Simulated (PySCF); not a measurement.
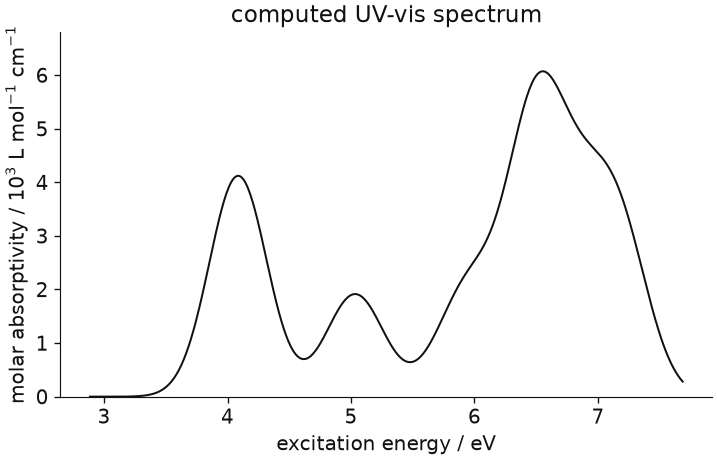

Vertical TDDFT excitations, PBE0/def2-SVPD with PySCF 2.14.0, at a PBE0-D3(BJ)/def2-SVP geometry (no frequency check), gas phase. Only the first 10 singlet excitations are included; each is broadened by a Gaussian of 1/e half-width 0.33 eV.

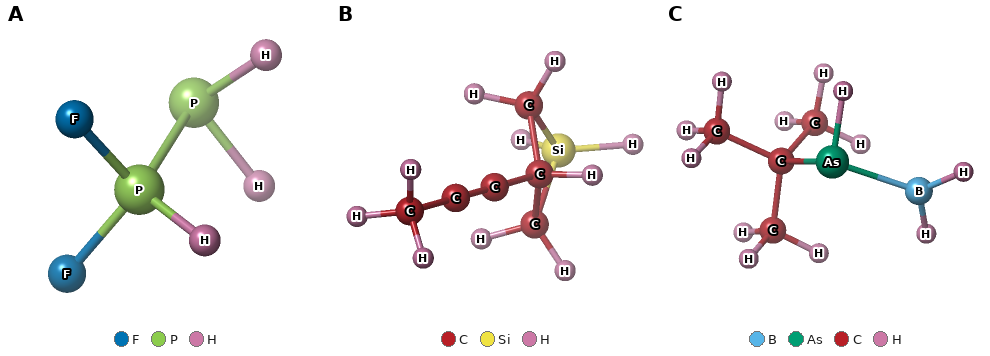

Which molecule gives this spectrum? Choose among the lettered structures. Charge and spin: A +1 singlet; B neutral singlet; C neutral singlet.

Answer. Structure C, C₄H₁₂AsB, SMILES B[AsH]C(C)(C)C. Its lowest singlet lies at 4.09 eV (f = 0.084) and the brightest of those computed is S5 at 6.48 eV (191 nm), f = 0.091, mainly HOMO → LUMO+2 (80 %).

Note: states above the negative HOMO energy depend on the basis; core orbitals are frozen in the response.
